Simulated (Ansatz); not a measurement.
H2NOSi (SMILES N=[Si]O) (doublet)

```yaml
atoms:
  - { symbol: N, position_ang: [-0.9862, -0.1645, 0.3634] }
  - { symbol: O, position_ang: [1.5870, -1.0890, -0.2033] }
  - { symbol: Si, position_ang: [0.6131, -0.0296, 0.6236] }
  - { symbol: H, position_ang: [-1.7269, 0.3964, 0.7810] }
  - { symbol: H, position_ang: [1.1158, -1.7090, -0.7808] }
```

Geometry: r2SCAN-D4/def2-SVP.

Method: isolated molecule in a Gaussian basis; Kohn-Sham density functional theory, functional PBE0 in Ansatz 0.2.0.

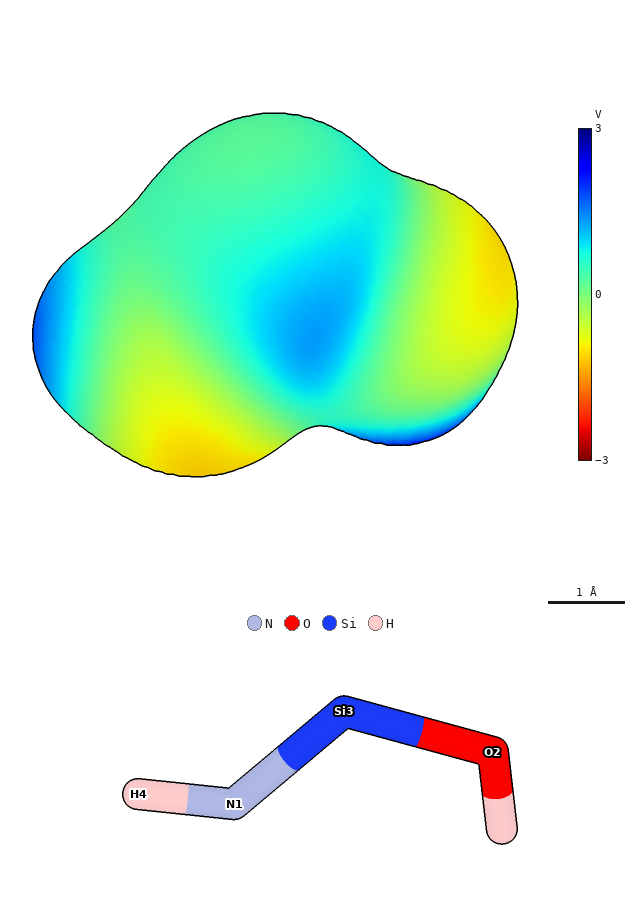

Figure 1. The molecular electrostatic potential painted on the density surface at 0.002 e/bohr³, seen at a tilt; red is negative and blue positive. The bare structure is drawn below in the same view.

> Which sites attract a positive test charge, and which a negative one?

A positive charge is drawn to the negative regions and a negative charge to the positive ones. The most negative region (about −1.1 V, or −25 kcal/mol for a unit charge) lies over N1, the most positive (about +2.8 V, or +65 kcal/mol for a unit charge) over H5. N1 is the likeliest acceptor of a hydrogen bond.

> What dipole moment does the calculation give?

Its dipole moment is 0.10 D.

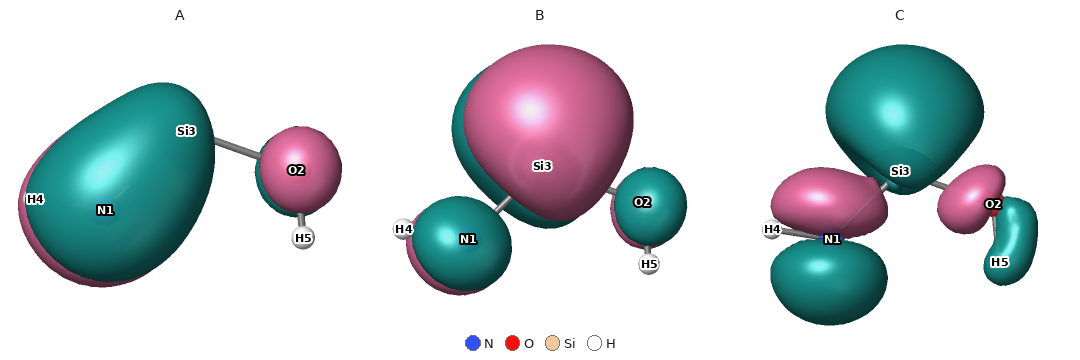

Figure 2. Three frontier orbitals at ±0.1 Å⁻³ᐟ² (teal and pink are the two phases), in no order.

> Which picture is the HOMO−1, the HOMO and the LUMO? All are α orbitals.

A is the HOMO−1 (α) (−7.91 eV). It lies mainly on N1 (about 65 %), Si3 (about 25 %) and O2 (about 5 %); it changes sign across the molecular plane (π type); π-bonding across N1–Si3. C is the HOMO (α) (−7.20 eV). Its weight (Hirshfeld) is mainly on Si3 (about 60 %), N1 (about 30 %) and O2 (about 5 %); it is symmetric in the molecular plane (an in-plane orbital: σ, lone-pair or in-plane π type). B is the LUMO (α) (−1.16 eV). By Hirshfeld shares it lies mainly on Si3 (about 75 %), N1 (about 15 %) and O2 (about 10 %); it changes sign across the molecular plane (π type).

> What is the gap between the highest occupied and lowest empty α orbitals?

6.04 eV between the orbital energies.

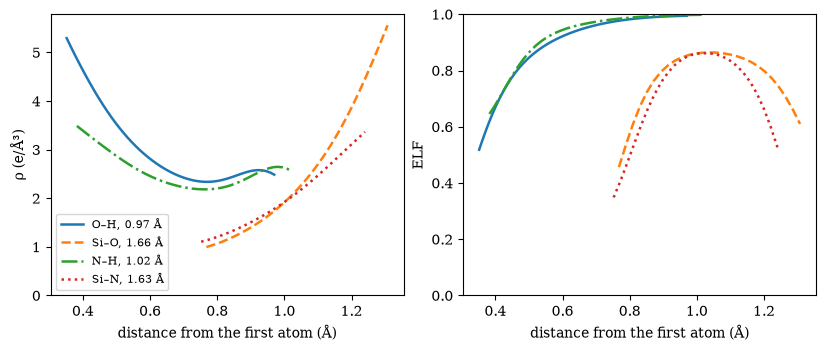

Figure 3. Total electron density and electron localisation function along straight lines between neighbouring atoms. The curves leave out the atomic cores.

> Compare the contacts.

O–H (0.97 Å): the density is about 3.7 e/Å³ at the midpoint; the ELF climbs to about 1 towards the hydrogen, as it does in any bond to H; a covalent bond by its length.
Si–O (1.66 Å): the density is about 1.2 e/Å³ at the midpoint; the ELF peaks at about 0.85 between the atoms: a polar covalent bond.
N–H (1.02 Å): ρ is about 2.8 e/Å³ halfway; the ELF climbs to about 1 towards the hydrogen: an ordinary covalent bond to hydrogen.
Si–N (1.63 Å): ρ at the midpoint is about 1.2 e/Å³; the ELF peaks at about 0.85 between the atoms (a short, strongly polar bond).

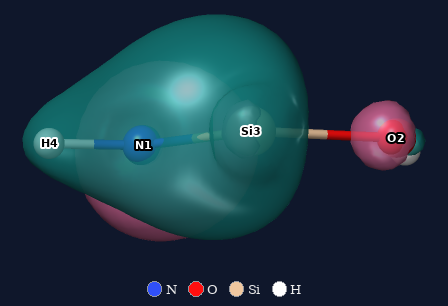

Figure 4. The HOMO−1 (β) at ±0.15 Å⁻³ᐟ² (teal and pink are the two phases), seen from one side.

> What is the character of this orbital?

Its weight (Hirshfeld) is mainly on N1 (about 50 %) and Si3 (about 45 %); it is symmetric in the molecular plane (an in-plane orbital: σ, lone-pair or in-plane π type). Its energy is −8.30 eV.
